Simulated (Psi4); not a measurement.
# GaH2ClO: single-point calculation

- system: GaH2ClO
- method: CCSD/def2-SVPD, RHF (Psi4 1.11)

The geometry comes from this level: PBE0-D4/def2-TZVP.

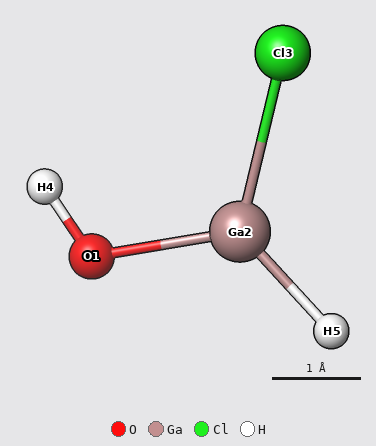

Fig. 1: The structure as given in the input (ball-and-stick view, seen at a tilt; atoms are numbered from 1 in the order of the input). Sticks mark near contacts. Bond lengths as drawn: Cl–Ga 2.14 Å, Ga–H 1.54 Å, Ga–O 1.77 Å and H–O 0.96 Å.

Input file (clgah2o.dat):
```
memory 2200 mb

molecule {
  0 1
  O
  Ga 1 r2
  Cl 2 r3 1 a3
  H 1 r4 2 a4 3 d4
  H 2 r5 1 a5 4 d5

  r2 = 1.772163
  r3 = 2.144934
  a3 = 115.03345
  r4 = 0.960472
  a4 = 113.49163
  d4 = 0.02628
  r5 = 1.541363
  a5 = 122.45633
  d5 = -179.97593
  symmetry c1
  no_reorient
  no_com
}

set globals {
  basis           def2-SVPD
  reference       rhf
  puream          true
  e_convergence   1e-09
  d_convergence   1e-08
  scf_type        pk
  num_frozen_docc 15
}

e_tot, wfn = energy("ccsd", return_wfn=True)
print_variables()
```

Hardware: 1 thread of Intel Xeon (Granite Rapids), 32 GiB of memory available, shared host.

Command:
```bash
psi4 -n 1 clgah2o.dat clgah2o.out
```

What the program printed:
```
Psi4 1.11 release

   => Loading Basis Set <=

    Name: DEF2-SVPD
    Role: ORBITAL
    Keyword: BASIS

         ---------------------------------------------------------
                                   SCF
                              RHF Reference
                        1 Threads,   2098 MiB Core
         ---------------------------------------------------------

  ==> Geometry <==

    Molecular point group: c1
    Full point group: C1

    Geometry (in Angstrom), charge = 0, multiplicity = 1:

       Center              X                  Y                   Z               Mass
    ------------   -----------------  -----------------  -----------------  -----------------
         O            0.000002925488     0.554012387227    -1.789018020360    15.994914619570
         GA           0.000002925488     0.554012387227    -0.016855020360    68.925573500000
         CL           0.000002925488    -1.389428449084     0.890768018195    34.968852682000
         H           -0.000401103744    -0.326853982822    -2.171876659627     1.007825032230
         H            0.000053092065     1.854615599531     0.810327655592     1.007825032230

  Running in c1 symmetry.

  Rotational constants: A =      0.51299  B =      0.11340  C =      0.09287 [cm^-1]
  Rotational constants: A =  15379.12818  B =   3399.55656  C =   2784.12556 [MHz]
  Nuclear repulsion =  255.054746025313733

  Charge       = 0
  Multiplicity = 1
  Electrons    = 58
  Nalpha       = 29
  Nbeta        = 29

  ==> Algorithm <==

  SCF Algorithm Type is PK.
  DIIS enabled.
  MOM disabled.
  Fractional occupation disabled.
  Guess Type is SAD.
  Energy threshold   = 1.00e-09
  Density threshold  = 1.00e-08
  Integral threshold = 1.00e-12

  ==> Primary Basis <==

  Basis Set: DEF2-SVPD
    Blend: DEF2-SVPD
    Number of shells: 42
    Number of basis functions: 104
    Number of Cartesian functions: 112
    Spherical Harmonics?: true
    Max angular momentum: 2

  ==> Integral Setup <==

  Using in-core PK algorithm.
   Calculation information:
      Number of atoms:                   5
      Number of AO shells:              42
      Number of primitives:             80
      Number of atomic orbitals:       112
      Number of basis functions:       104

      Integral cutoff                 1.00e-12
      Number of threads:                 1

  Performing in-core PK
  Using 29817060 doubles for integral storage.
  We computed 382491 shell quartets total.
  Whereas there are 408156 unique shell quartets.

  ==> DiskJK: Disk-Based J/K Matrices <==

    J tasked:                  Yes
    K tasked:                  Yes
    wK tasked:                  No
    Memory [MiB]:             1573
    Schwarz Cutoff:          1E-12

  Minimum eigenvalue in the overlap matrix is 4.6229494766E-04.
  Reciprocal condition number of the overlap matrix is 7.1039384296E-05.
    Using symmetric orthogonalization.

  ==> Pre-Iterations <==

  SCF Guess: Superposition of Atomic Densities via on-the-fly atomic UHF (no occupation information).

   -------------------------
    Irrep   Nso     Nmo
   -------------------------
     A        104     104
   -------------------------
    Total     104     104
   -------------------------

  ==> Iterations <==

                        Total Energy        Delta E     RMS |[F,P]|

   @RHF iter SAD: -2453.90669089313496   -2.45391e+03   0.00000e+00
   @RHF iter   1: -2457.04814624223945   -3.14146e+00   2.20446e-02 ADIIS/DIIS
   @RHF iter   2: -2457.37114392585272   -3.22998e-01   2.33011e-02 ADIIS/DIIS
   @RHF iter   3: -2458.42003120584059   -1.04889e+00   9.74188e-04 ADIIS/DIIS
   @RHF iter   4: -2458.42474640855698   -4.71520e-03   3.00794e-04 ADIIS/DIIS
   @RHF iter   5: -2458.42519657496496   -4.50166e-04   9.11460e-05 DIIS
   @RHF iter   6: -2458.42525448363631   -5.79087e-05   2.15772e-05 DIIS
   @RHF iter   7: -2458.42525862727507   -4.14364e-06   5.90654e-06 DIIS
   @RHF iter   8: -2458.42525911673602   -4.89461e-07   1.50176e-06 DIIS
   @RHF iter   9: -2458.42525915359010   -3.68541e-08   2.99376e-07 DIIS
   @RHF iter  10: -2458.42525915489114   -1.30103e-09   6.54377e-08 DIIS
   @RHF iter  11: -2458.42525915495980   -6.86668e-11   1.73386e-08 DIIS
   @RHF iter  12: -2458.42525915496617   -6.36646e-12   5.70341e-09 DIIS
  Energy and wave function converged.

  ==> Post-Iterations <==

    Orbital Energies [Eh]
    ---------------------

    Doubly Occupied:

       1A   -378.834733     2A   -104.794945     3A    -48.201156
       4A    -42.544061     5A    -42.540797     6A    -42.539457
       7A    -20.560949     8A    -10.556177     9A     -8.030542
      10A     -8.028570    11A     -8.028360    12A     -6.444109
      13A     -4.543243    14A     -4.538666    15A     -4.535867
      16A     -1.323609    17A     -1.257545    18A     -1.253104
      19A     -1.248968    20A     -1.248378    21A     -1.223586
      22A     -1.072670    23A     -0.685837    24A     -0.593062
      25A     -0.525755    26A     -0.510566    27A     -0.486431
      28A     -0.468431    29A     -0.457181

    Virtual:

      30A      0.049668    31A      0.056930    32A      0.090806
      33A      0.101004    34A      0.124073    35A      0.126791
      36A      0.150831    37A      0.152105    38A      0.157476
      39A      0.176916    40A      0.180244    41A      0.210739
      42A      0.217334    43A      0.252700    44A      0.255035
      45A      0.260241    46A      0.272772    47A      0.314501
      48A      0.334263    49A      0.336629    50A      0.361204
      51A      0.367002    52A      0.386984    53A      0.400536
      54A      0.416622    55A      0.419189    56A      0.454579
      57A      0.468284    58A      0.481340    59A      0.490678
      60A      0.539222    61A      0.576232    62A      0.637357
      63A      0.648263    64A      0.661172    65A      0.668936
      66A      0.672355    67A      0.788470    68A      0.807517
      69A      0.809704    70A      0.840141    71A      0.865607
      72A      0.944461    73A      0.966419    74A      1.030904
      75A      1.149616    76A      1.241547    77A      1.250412
      78A      1.266763    79A      1.276773    80A      1.319567
      81A      1.369545    82A      1.389627    83A      1.423115
      84A      1.505933    85A      1.679481    86A      1.743275
      87A      1.933451    88A      1.945235    89A      2.004164
      90A      2.048347    91A      2.059191    92A      2.206443
      93A      2.249663    94A      2.446254    95A      2.496474
      96A      2.537093    97A      2.587864    98A      2.698284
      99A      2.837157   100A      3.207075   101A      3.339723
     102A      3.407613   103A      3.560285   104A      4.292792

    Final Occupation by Irrep:
              A
    DOCC [    29 ]
    NA   [    29 ]
    NB   [    29 ]

  @RHF Final Energy: -2458.42525915496617

   => Energetics <=

    Nuclear Repulsion Energy =            255.0547460253137331
    One-Electron Energy =               -3932.8065008454736926
    Two-Electron Energy =                1219.3264956651935336
    Total Energy =                      -2458.4252591549666249

Computation Completed

Properties will be evaluated at   0.000000,   0.000000,   0.000000 [a0]

Properties computed using the SCF density matrix

 Multipole Moments:

 ------------------------------------------------------------------------------------
     Multipole            Electronic (a.u.)      Nuclear  (a.u.)        Total (a.u.)
 ------------------------------------------------------------------------------------

 L = 1.  Multiply by 2.5417464519 to convert [e a0] to [Debye]
 Dipole X            :          0.0000855           -0.0003481           -0.0002625
 Dipole Y            :          1.1330211           -0.9184804            0.2145407
 Dipole Z            :          2.0585723           -1.9901509            0.0684214
 Magnitude           :                                                    0.2251872

 ------------------------------------------------------------------------------------

	total time  =          1 seconds =       0.02 minutes
 MINTS: Wrapper to libmints.

   Calculation information:
      Number of threads:                 1
      Number of atoms:                   5
      Number of AO shells:              42
      Number of SO shells:              42
      Number of primitives:             80
      Number of atomic orbitals:       112
      Number of basis functions:       104

      Number of irreps:                  1
      Integral cutoff                 1.00e-12
      Number of functions per irrep: [ 104 ]

 OEINTS: Overlap, kinetic, potential, dipole, and quadrupole integrals
         stored in file 35.

      Computing two-electron integrals...done
      Computed 9695872 non-zero two-electron integrals.
        Stored in file 33.

	Wfn Parameters:
	--------------------
	Wavefunction         = CCSD
	Number of irreps     = 1
	Number of MOs        = 104
	Number of active MOs = 89
	AO-Basis             = NONE
	Semicanonical        = false
	Reference            = RHF
	Print Level          = 1

	IRREP	# MOs	# FZDC	# DOCC	# SOCC	# VIRT	# FZVR
	-----	-----	------	------	------	------	------
	 A	   104	    15	    14	    0	    75	    0
	Transforming integrals...
	IWL integrals will be deleted.
	(OO|OO)...
	Presorting SO-basis two-electron integrals.
	Sorting File: SO Ints (nn|nn) nbuckets = 1
	Constructing frozen core operators
	Starting first half-transformation.
	Sorting half-transformed integrals.
	First half integral transformation complete.
	Starting second half-transformation.
	Two-electron integral transformation complete.
	(OO|OV)...
	Starting second half-transformation.
	Two-electron integral transformation complete.
	(OO|VV)...
	Starting second half-transformation.
	Two-electron integral transformation complete.
	(OV|OO)...
	Starting first half-transformation.
	Sorting half-transformed integrals.
	First half integral transformation complete.
	Starting second half-transformation.
	Two-electron integral transformation complete.
	(OV|OV)...
	Starting second half-transformation.
	Two-electron integral transformation complete.
	(OV|VV)...
	Starting second half-transformation.
	Two-electron integral transformation complete.
	(VV|OO)...
	Starting first half-transformation.
	Sorting half-transformed integrals.
	First half integral transformation complete.
	Starting second half-transformation.
	Two-electron integral transformation complete.
	(VV|OV)...
	Starting second half-transformation.
	Two-electron integral transformation complete.
	(VV|VV)...
	Starting second half-transformation.
	Two-electron integral transformation complete.
	Frozen core energy     =  -2536.58627475143840

	Size of irrep 0 of <ab|cd> integrals:     31.641 (MW) /    253.125 (MB)
	Total:                                    31.641 (MW) /    253.125 (MB)

	Size of irrep 0 of <ia|bc> integrals:      5.906 (MW) /     47.250 (MB)
	Total:                                     5.906 (MW) /     47.250 (MB)

	Size of irrep 0 of tijab amplitudes:       1.103 (MW) /      8.820 (MB)
	Total:                                     1.103 (MW) /      8.820 (MB)

	Nuclear Rep. energy          =    255.05474602531373
	SCF energy                   =  -2458.42525915496617
	One-electron energy          =   -329.07721478058176
	Two-electron energy          =    152.18348435173530
	Reference energy             =  -2458.42525915497117

	total time  =          5 seconds =       0.08 minutes
            **************************
            *                        *
            *        CCENERGY        *
            *                        *
            **************************

    Nuclear Rep. energy (wfn)     =  255.054746025313733
    SCF energy          (wfn)     = -2458.425259154966170
    Reference energy    (file100) = -2458.425259154971172

    Input parameters:
    -----------------
    Wave function   =     CCSD
    Reference wfn   =     RHF
    Brueckner       =     No
    Memory (Mbytes) =     2200.0
    Maxiter         =     50
    R_Convergence   =     1.0e-07
    E_Convergence   =     1.0e-09
    Restart         =     Yes
    DIIS            =     Yes
    AO Basis        =     NONE
    ABCD            =     NEW
    Cache Level     =     2
    Cache Type      =     LOW
    Print Level     =     1
    Num. of threads =     1
    # Amps to Print =     10
    Print MP2 Amps? =     No
    Analyze T2 Amps =     No
    Print Pair Ener =     No
    Local CC        =     No
    SCS-MP2         =     False
    SCSN-MP2        =     False
    SCS-CCSD        =     False

MP2 correlation energy -0.5623246142600159
                Solving CC Amplitude Equations
                ------------------------------
  Iter             Energy              RMS        T1Diag      D1Diag    New D1Diag    D2Diag
  ----     ---------------------    ---------   ----------  ----------  ----------   --------
     0        -0.562324614260016    0.000e+00    0.000000    0.000000    0.000000    0.123782
     1        -0.551864428735068    7.954e-02    0.011536    0.034339    0.034339    0.134926
     2        -0.568105971060459    2.753e-02    0.011017    0.033695    0.033695    0.141927
     3        -0.571573878002691    1.254e-02    0.013173    0.042696    0.042696    0.146752
     4        -0.571307763815769    3.121e-03    0.013616    0.044754    0.044754    0.147190
     5        -0.571329068486336    1.523e-03    0.013831    0.046290    0.046290    0.147173
     6        -0.571349112051076    4.744e-04    0.013901    0.046846    0.046846    0.147156
     7        -0.571341066411890    1.879e-04    0.013916    0.047037    0.047037    0.147144
     8        -0.571339367364983    5.872e-05    0.013919    0.047085    0.047085    0.147143
     9        -0.571340690643414    2.106e-05    0.013919    0.047095    0.047095    0.147144
    10        -0.571339796192457    9.052e-06    0.013919    0.047099    0.047099    0.147144
    11        -0.571339908881933    3.119e-06    0.013919    0.047099    0.047099    0.147144
    12        -0.571339822097244    1.269e-06    0.013919    0.047099    0.047099    0.147143
    13        -0.571339817144857    5.102e-07    0.013919    0.047099    0.047099    0.147143
    14        -0.571339820258912    1.841e-07    0.013919    0.047099    0.047099    0.147143
    15        -0.571339820070241    7.932e-08    0.013919    0.047099    0.047099    0.147143
    16        -0.571339821653574    2.612e-08    0.013919    0.047099    0.047099    0.147143

    Iterations converged.

    Largest TIA Amplitudes:
             10   1        -0.0385668683
             10   6        -0.0207251566
              8   2         0.0144873673
              8  11         0.0119044908
             10  29         0.0098800912
             10  15         0.0094513645
              9  10         0.0093177933
              3  33        -0.0089345022
              2  34        -0.0089341890
              8  10         0.0085578575

    Largest TIjAb Amplitudes:
     10  10  54  54        -0.0289447743
     12  12  50  50        -0.0202643913
     12  12  46  46        -0.0187737355
     12  12  48  48        -0.0182076094
     12  12  47  47        -0.0176698926
     10  10   1   1        -0.0175606874
     13  13  47  47        -0.0168119257
     13  13  46  46        -0.0160415996
     12  12  23  23        -0.0152412420
     13  13  52  52        -0.0136517457

    SCF energy       (wfn)                    = -2458.425259154966170
    Reference energy (file100)                = -2458.425259154971172

    Opposite-spin MP2 correlation energy      =   -0.400125985550566
    Same-spin MP2 correlation energy          =   -0.162198628709450
    Singles MP2 correlation energy            =   -0.000000000000000
    MP2 correlation energy                    =   -0.562324614260016
      * MP2 total energy                      = -2458.987583769231151

    Opposite-spin CCSD correlation energy     =   -0.426627608332900
    Same-spin CCSD correlation energy         =   -0.144712213320674
    Singles CCSD correlation energy           =    0.000000000000000
    CCSD correlation energy                   =   -0.571339821653574
      * CCSD total energy                     = -2458.996598976624682

  Variable Map:
  ----------------------------------------------------------------------------
  "CC D1 DIAGNOSTIC"                      =>       0.047099190670
  "CC D2 DIAGNOSTIC"                      =>       0.147143356778
  "CC NEW D1 DIAGNOSTIC"                  =>       0.047099190670
  "CC T1 DIAGNOSTIC"                      =>       0.013919256639
  "CCSD CORRELATION ENERGY"               =>      -0.571339821654
  "CCSD DOUBLES ENERGY"                   =>      -0.571339821654
  "CCSD ITERATIONS"                       =>      16.000000000000
  "CCSD OPPOSITE-SPIN CORRELATION ENERGY" =>      -0.426627608333
  "CCSD SAME-SPIN CORRELATION ENERGY"     =>      -0.144712213321
  "CCSD SINGLES ENERGY"                   =>       0.000000000000
  "CCSD TOTAL ENERGY"                     =>   -2458.996598976625
  "CURRENT CORRELATION ENERGY"            =>      -0.571339821654
  "CURRENT ENERGY"                        =>   -2458.996598976625
  "CURRENT REFERENCE ENERGY"              =>   -2458.425259154966
  "DD SOLVATION ENERGY"                   =>       0.000000000000
  "HF KINETIC ENERGY"                     =>    2457.766434409857
  "HF POTENTIAL ENERGY"                   =>   -4916.191693564824
  "HF TOTAL ENERGY"                       =>   -2458.425259154967
  "HF VIRIAL RATIO"                       =>       2.000268058322
  "MP2 CORRELATION ENERGY"                =>      -0.562324614260
  "MP2 DOUBLES ENERGY"                    =>      -0.562324614260
  "MP2 OPPOSITE-SPIN CORRELATION ENERGY"  =>      -0.400125985551
  "MP2 SAME-SPIN CORRELATION ENERGY"      =>      -0.162198628709
  "MP2 SINGLES ENERGY"                    =>      -0.000000000000
  "MP2 TOTAL ENERGY"                      =>   -2458.987583769231
  "NUCLEAR REPULSION ENERGY"              =>     255.054746025314
  "ONE-ELECTRON ENERGY"                   =>   -3932.806500845474
  "PCM POLARIZATION ENERGY"               =>       0.000000000000
  "PE ENERGY"                             =>       0.000000000000
  "SCF ITERATION ENERGY"                  =>   -2458.425259154966
  "SCF ITERATIONS"                        =>      12.000000000000
  "SCF TOTAL ENERGY"                      =>   -2458.425259154966
  "TWO-ELECTRON ENERGY"                   =>    1219.326495665194

  Array Variable Map:
  ----------------------------------------------------------------------------
  "CURRENT DIPOLE"                        =>      -0.000262528918 ... 0.068421397501 1 by 3
  "SCF DIPOLE"                            =>      -0.000262528918 ... 0.068421397501 1 by 3
  "SCF TOTAL ENERGIES"                    =>   -2453.906690893135 ... -2458.425259154966 1 by 13

    Psi4 run time: 0:00:20.65
```

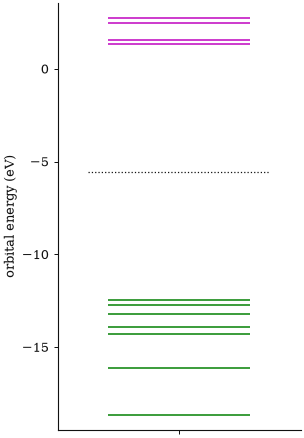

Fig. 2: Orbital energies near the frontier (SCF reference); the dotted line parts filled from empty levels, and levels within 0.02 eV of each other stand side by side. Highest filled −12.44 eV, lowest empty 1.35 eV, 13.79 eV apart.

Key numbers:

```json
{"quantity": "outcome", "value": "converged"}
{"quantity": "total energy", "value": "−2458.996599 hartree"}
{"quantity": "SCF energy", "value": "−2458.425259 hartree"}
{"quantity": "MP2 energy", "value": "−2458.987584 hartree"}
{"quantity": "CCSD energy", "value": "−2458.996599 hartree"}
{"quantity": "correlation energy", "value": "−0.571340 hartree"}
{"quantity": "basis functions", "value": "104"}
{"quantity": "T1 diagnostic", "value": "0.014"}
{"quantity": "HOMO of the SCF reference", "value": "−12.44 eV"}
{"quantity": "LUMO of the SCF reference", "value": "1.35 eV"}
{"quantity": "wall time", "value": "22 s"}
{"quantity": "peak memory", "value": "0.87 GiB"}
```
